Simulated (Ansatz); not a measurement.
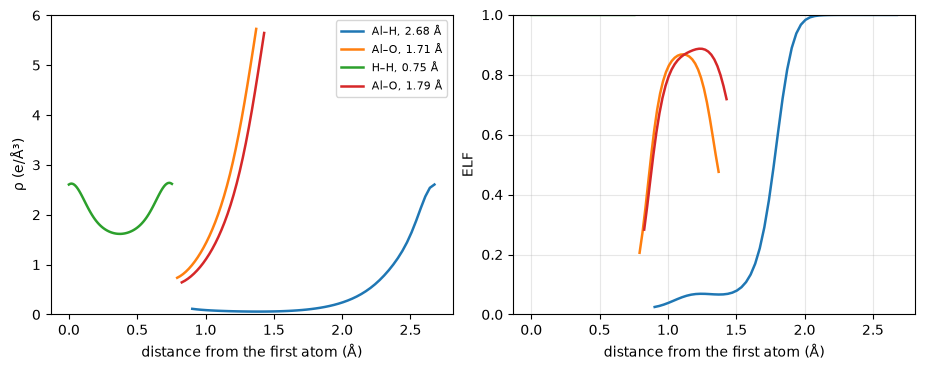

Figure 1: AlH$_{3}$O$_{4}$···H$_{2}$. Electron density and electron localisation function along straight lines between neighbouring atoms. The curves leave out the atomic cores.

Method: RKS PBE-D4/def2-mTZVP (Ansatz 0.2.0).

```xyz
10

Al    0.1148   -0.2924    0.0500
H    -1.7185    1.6005    0.5119
O     1.2899    0.2671    1.1677
O    -1.1476   -1.3228    0.5805
H    -1.1412    2.0846    0.4821
O     0.1575    0.4660   -1.5667
O     1.0595   -0.7792   -1.6177
H     1.2538   -0.0119    2.0961
H    -1.8186   -1.6466   -0.0410
H     1.9502   -0.3653   -1.6626
```

Q: What can be read from the curves?

A: Al1···H2 (2.68 Å): the density falls to about 0.06 e/Å³ on the way; the ELF climbs to about 1 towards the hydrogen.
Al–O (1.71 Å): ρ at the midpoint is about 0.86 e/Å³; the ELF peaks at about 0.85 in the valence shell of O, 0.6 Å from its nucleus, and is about 0.45 at the midpoint.
H–H (0.75 Å): ρ is about 1.6 e/Å³ halfway; the ELF peaks at about 1 between the atoms.
Al–O (1.79 Å): ρ is about 0.76 e/Å³ halfway; the ELF peaks at about 0.90 in the valence shell of O, 0.6 Å from its nucleus, and is about 0.55 at the midpoint.
